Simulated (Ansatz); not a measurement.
Input

```
crystal:
  lattice:
    - [3.5120143075, 0.0, 0.0]
    - [0.0, 3.5120143075, 0.0]
    - [0.0, 0.0, 7.4054385367]
  atoms:
    - { symbol: Ti, position: [0.0, 0.0, 0.0] }
    - { symbol: Ta, position: [0.0, 0.5, 0.622521405] }
    - { symbol: Ta, position: [0.5, 0.0, 0.377478595] }
    - { symbol: Si, position: [0.0, 0.5, 0.2618152512] }
    - { symbol: Si, position: [0.5, 0.0, 0.7381847488] }
    - { symbol: Si, position: [0.5, 0.5, 0.0] }
basis:
  ecutwfc: 420
kpoints:
  mp_grid: { grid: [10, 10, 6] }
hamiltonian:
  xc: pbe
scf:
  occupations: { method: gaussian, width: 0.1 }
output:
  forces: true
  stress: true
  eigenvalues: true
  write_density: true
  write_potential: true
  elf: true
  volumetric_format: npy
relax:
  adjacent_minimum: "off"
  f_tol: 0.01
  max_steps: 80
  cell: { stress_tol: 0.05 }
```

Run with:

```sh
ansatz run input.yaml --threads 1 --pin off --max-ram 2560MiB --backend cpu --events-out ev --progress --plain --runs-dir out
```

Below, planes, directions and counts refer to the conventional cell (a = 3.51 Å, b = 3.51 Å, c = 7.41 Å, α = 90.00°, β = 90.00°, γ = 90.00°).

Space group P-4m2; a structure generated by program, which may or may not match a known phase; computed without spin polarisation.

Theory: Ansatz 0.2.0, DFT PBE, scalar-relativistic, plane waves, PAW.

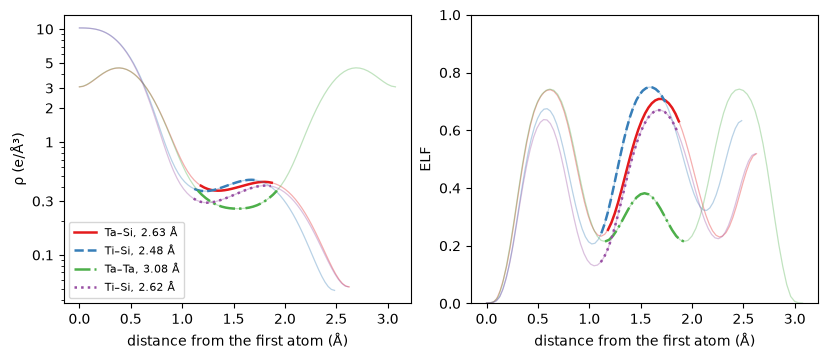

Ta2TiSi3. Valence electron density and ELF along straight lines between neighbouring atoms. Thin, pale parts lie inside the atomic spheres.

The density is the valence pseudo-density of a PAW calculation; it isn't the true density close to the nuclei.

What can be read from the curves?

Ta–Si (2.63 Å): the density is about 0.37 e/Å³ at the midpoint; the ELF peaks at about 0.70 in the valence shell of Si, 0.9 Å from its nucleus, and is about 0.40 at the midpoint.
Ti–Si (2.48 Å): ρ is about 0.37 e/Å³ halfway; the ELF peaks at about 0.75 in the valence shell of Si, 0.9 Å from its nucleus, and is about 0.40 at the midpoint.
Ta–Ta (3.08 Å): ρ at the midpoint is about 0.26 e/Å³; the ELF is about 0.40 at the midpoint.
Ti–Si (2.62 Å): ρ is about 0.29 e/Å³ halfway; the ELF peaks at about 0.65 in the valence shell of Si, 0.9 Å from its nucleus, and is about 0.35 at the midpoint.
